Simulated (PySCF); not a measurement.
```csv
atom,x (Å),y (Å),z (Å)
As,0.0000,0.0000,-1.1819
Br,0.0000,0.0000,1.1221
```

Level of theory: PBE0/def2-TZVPPD, non-relativistic Hamiltonian with scalar-relativistic core potentials where named, at a bond length of 2.304 Å in PySCF 2.14.0.

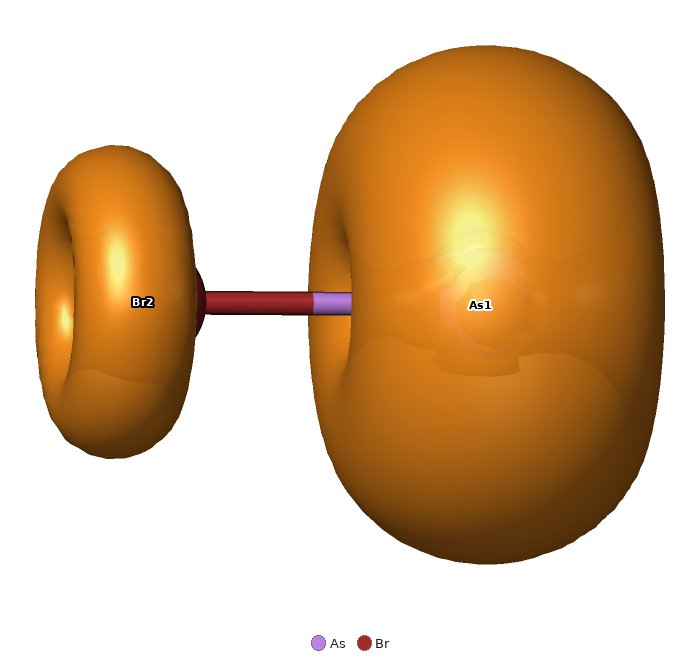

AsBr (triplet). Isosurfaces of the spin density at +0.03 (orange) and −0.03 e/Å³ (purple), seen from one side.

**Which atoms carry the spin?**

The unpaired spin (2 electrons) lies mostly on As1 (about 1.8) and Br2 (about 0.2), in electrons by Hirshfeld's partition.
